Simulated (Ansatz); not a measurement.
# BrH4NOSi: basis-set convergence

How large a basis does BrH4NOSi need? Two functionals are run in growing sets.

The runs use Ansatz 0.2.0, Gaussian basis; one geometry, several basis sets.

Levels to be run: PBE0-D4/def2-SVP; ωB97M-V/def2-SVP; PBE0-D4/def2-QZVPP; ωB97M-V/def2-QZVPP; the functionals' def2-TZVPP values are taken from earlier runs.

**1. The geometry**

The geometry comes from an earlier relaxation with PBE0-D4 in a triple-zeta def2 set; it is a stationary point, not always the lowest conformer.

SMILES `N[SiH](O)Br`, 8 atoms, charge 0, spin multiplicity 1.

Atoms are counted from 1 here; the program's logs count them from 0.

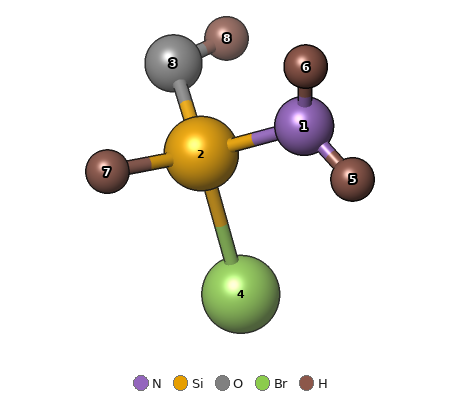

The geometry (nitrogen purple, silicon amber, oxygen grey, bromine green, hydrogen brown); atoms are numbered from 1 in the order of the file.

As a file:

```
N    -0.9046    0.7888   -0.0580
Si    0.5552   -0.0787   -0.1256
O     0.7149   -1.0775    1.1543
Br    0.4592   -1.1761   -2.0612
H    -1.4048    1.0277   -0.8972
H    -1.1085    1.4141    0.7049
H     1.8088    0.6978   -0.1224
H    -0.0280   -1.6531    1.3493
```

**2. PBE0-D4 in def2-SVP**

Input file in.yaml:

```yaml
crystal:
  periodic: [false, false, false]
  atoms:
    - {symbol: N, position_ang: [-0.904589, 0.788783, -0.057988]}
    - {symbol: Si, position_ang: [0.555225, -0.078739, -0.125591]}
    - {symbol: O, position_ang: [0.714854, -1.077542, 1.154293]}
    - {symbol: Br, position_ang: [0.459246, -1.176134, -2.061173]}
    - {symbol: H, position_ang: [-1.404781, 1.027722, -0.897233]}
    - {symbol: H, position_ang: [-1.108494, 1.414125, 0.704860]}
    - {symbol: H, position_ang: [1.808770, 0.697835, -0.122355]}
    - {symbol: H, position_ang: [-0.028032, -1.653150, 1.349287]}
basis:
  gaussian: {orbitals: def2-SVP}
hamiltonian: {xc: pbe0, dispersion: d4}
output: {orbitals: {seedname: orbitals}}
```

Run with:

```console
$ ansatz run in.yaml --threads 4 --pin off --events-out ev --progress --plain --max-ram 10444MiB
```

Standard output:

```text
Functional definition: PBE0
  name "PBE0"
  cite "Adamo & Barone, J. Chem. Phys. 110, 6158 (1999) doi:10.1063/1.478522"
  cite "Perdew, Burke & Ernzerhof, Phys. Rev. Lett. 77, 3865 (1996) doi:10.1103/PhysRevLett.77.3865"
  parent pbe
  parameter a = 0.25
  parameter kappa = 0.804
  parameter beta = 0.06672455060314922
  exchange = (1 - a)*pbe_x(kappa = kappa, mu = beta*pi^2/3) + a*exact_x
  correlation = pbe_c(beta = beta)
949 factors; integrals over basis functions are off by at most 1.1e-3 eV
mean field evaluation 1: about -81492.8888 eV, gradient 6.4e1 eV
mean field evaluation 2: about -81484.7563 eV, gradient 8.9e1 eV
mean field evaluation 4: about -81500.3373 eV, gradient 3.6e0 eV
mean field evaluation 8: about -81500.4265 eV, gradient 2.1e-1 eV
mean field evaluation 16: about -81500.4265 eV, gradient 4.3e-5 eV
mean field -81500.42653170 eV, -2995.0854320667 hartree, gradient 4.3e-5 eV, S^2 0.000000; 0 other end points of the search recorded, 0 dependent functions left out
reference -81500.42655544 eV, -2995.0854329390 hartree; 34, 34 occupied and 64, 64 virtual orbitals, 949 factors
Total energy: -81500.58087920 eV, -2995.0911042326 hartree
```

It took 0.75 s on 4 threads of INTEL XEON PLATINUM 8581C at 2.10GHz, shared host.

**3. ωB97M-V in def2-SVP**

in.yaml, as its differences from that of step 2:

```diff
@@ -13,3 +13,3 @@
   gaussian: {orbitals: def2-SVP}
-hamiltonian: {xc: pbe0, dispersion: d4}
+hamiltonian: {xc: {name: wB97M-V}}
 output: {orbitals: {seedname: orbitals}}
```

The command is unchanged.

Standard output, shortened:

```text
Functional definition: wB97M-V
  name "wB97M-V"
  cite "Mardirossian & Head-Gordon, J. Chem. Phys. 144, 214110 (2016) doi:10.1063/1.4952647"
  cite "Becke, J. Chem. Phys. 107, 8554 (1997) doi:10.1063/1.475007"
  cite "Vydrov & Van Voorhis, J. Chem. Phys. 133, 244103 (2010) doi:10.1063/1.3521275"
  # Of w^i u^j: cxij and so on, Table III.
[...]
  gx(w, u) = 1 - cx + cx01*u + cx10*w
  gss(w, u) = css00 + css04*u^4 + css10*w + css20*w^2 + css43*w^4*u^3
  gos(w, u) = cos00 + cos10*w + (cos20 + cos21*u)*w^2 + (cos60 + cos61*u)*w^6
[...]
      + integral(e_c_pw_mod_opposite_spin*gos(b97_w_opposite, b97_u_opposite)) + vv10(b, c)
949 factors; integrals over basis functions are off by at most 1.1e-3 eV
253 factors; integrals over basis functions are off by at most 5.8e-6 eV
[...]
mean field -81510.07674895 eV, -2995.4400710094 hartree, gradient 2.7e-5 eV, S^2 0.000000; 0 other end points of the search recorded, 0 dependent functions left out
reference -81510.07678542 eV, -2995.4400723497 hartree; 34, 34 occupied and 64, 64 virtual orbitals, 949 factors
Total energy: -81510.07678542 eV, -2995.4400723497 hartree
```

Run time: 2.3 s. Hardware: 4 threads of INTEL XEON PLATINUM 8581C at 2.10GHz, shared host; peak memory 0.31 GiB.

**4. PBE0-D4 in def2-QZVPP**

in.yaml, as its differences from that of step 3:

```diff
@@ -12,4 +12,4 @@
 basis:
-  gaussian: {orbitals: def2-SVP}
-hamiltonian: {xc: {name: wB97M-V}}
+  gaussian: {orbitals: "def2-QZVPP.json"}
+hamiltonian: {xc: pbe0, dispersion: d4}
 output: {orbitals: {seedname: orbitals}}
```

Same command.

Standard output:

```text
Functional definition: PBE0
  name "PBE0"
  cite "Adamo & Barone, J. Chem. Phys. 110, 6158 (1999) doi:10.1063/1.478522"
  cite "Perdew, Burke & Ernzerhof, Phys. Rev. Lett. 77, 3865 (1996) doi:10.1103/PhysRevLett.77.3865"
  parent pbe
  parameter a = 0.25
  parameter kappa = 0.804
  parameter beta = 0.06672455060314922
  exchange = (1 - a)*pbe_x(kappa = kappa, mu = beta*pi^2/3) + a*exact_x
  correlation = pbe_c(beta = beta)
1537 factors; their error is unknown
mean field evaluation 1: about -81508.1879 eV, gradient 7.7e1 eV
mean field evaluation 2: about -81493.2327 eV, gradient 1.1e2 eV
mean field evaluation 4: about -81518.1781 eV, gradient 6.0e0 eV
mean field evaluation 8: about -81518.4209 eV, gradient 2.7e-1 eV
mean field evaluation 16: about -81518.4209 eV, gradient 2.3e-5 eV
mean field -81518.42093532 eV, -2995.7467142028 hartree, gradient 2.3e-5 eV, S^2 0.000000; 0 other end points of the search recorded, 0 dependent functions left out
reference -81518.42096664 eV, -2995.7467153538 hartree; 34, 34 occupied and 359, 359 virtual orbitals, 1537 factors
Total energy: -81518.57529040 eV, -2995.7523866473 hartree
```

Wall time 4.4 s (4 threads of INTEL XEON PLATINUM 8581C at 2.10GHz, shared host); peak memory 1.4 GiB.

**5. ωB97M-V in def2-QZVPP**

in.yaml, as its differences from that of step 4:

```diff
@@ -13,3 +13,3 @@
   gaussian: {orbitals: "def2-QZVPP.json"}
-hamiltonian: {xc: pbe0, dispersion: d4}
+hamiltonian: {xc: {name: wB97M-V}}
 output: {orbitals: {seedname: orbitals}}
```

The command is unchanged.

Standard output, shortened:

```text
Functional definition: wB97M-V
  name "wB97M-V"
  cite "Mardirossian & Head-Gordon, J. Chem. Phys. 144, 214110 (2016) doi:10.1063/1.4952647"
  cite "Becke, J. Chem. Phys. 107, 8554 (1997) doi:10.1063/1.475007"
  cite "Vydrov & Van Voorhis, J. Chem. Phys. 133, 244103 (2010) doi:10.1063/1.3521275"
  # Of w^i u^j: cxij and so on, Table III.
[...]
  gx(w, u) = 1 - cx + cx01*u + cx10*w
  gss(w, u) = css00 + css04*u^4 + css10*w + css20*w^2 + css43*w^4*u^3
  gos(w, u) = cos00 + cos10*w + (cos20 + cos21*u)*w^2 + (cos60 + cos61*u)*w^6
[...]
      + integral(e_c_pw_mod_opposite_spin*gos(b97_w_opposite, b97_u_opposite)) + vv10(b, c)
1486 factors; their error is unknown
300 factors; integrals over basis functions are off by at most 2.1e-5 eV
[...]
mean field -81528.07640182 eV, -2996.1015460520 hartree, gradient 2.5e-5 eV, S^2 0.000000; 0 other end points of the search recorded, 0 dependent functions left out
reference -81528.07645280 eV, -2996.1015479254 hartree; 34, 34 occupied and 359, 359 virtual orbitals, 1486 factors
Total energy: -81528.07645280 eV, -2996.1015479254 hartree
```

It took 8.5 s on 4 threads of INTEL XEON PLATINUM 8581C at 2.10GHz, shared host; peak memory 1.6 GiB.

**6. Functionals by basis**

The def2-TZVPP values come from earlier runs at the same geometry.

```csv
functional,basis,functions,energy (eV),from the largest (eV),HOMO (eV),LUMO (eV)
PBE0-D4,def2-SVP,98,-81500.5809,17.994,-7.77,1.33
PBE0-D4,def2-TZVPP,208,-81516.6413,1.934,-7.99,0.67
PBE0-D4,def2-QZVPP,393,-81518.5753,0.000,-8.03,0.32
ωB97M-V,def2-SVP,98,-81510.0768,18.000,-10.12,3.01
ωB97M-V,def2-TZVPP,208,-81526.2267,1.850,-10.36,2.11
ωB97M-V,def2-QZVPP,393,-81528.0765,0.000,-10.40,1.55
```

**7. Outcome**

| quantity | value |
| --- | --- |
| PBE0-D4: double and triple zeta above quadruple | 17.99, 1.93 eV |
| ωB97M-V: double and triple zeta above quadruple | 18.00, 1.85 eV |

In words: PBE0-D4 gains 16.06 eV from double to triple zeta, then 1.93 eV more. These are total energies; as a rule much of such shifts cancels in differences, which this series doesn't test. The LUMO of ωB97M-V is positive and keeps falling with the basis (3.01 to 1.55 eV): an unbound level that the basis holds in place.

For PBE0-D4 the largest set took about 6 times as long as the smallest (4.4 s against 0.75 s).
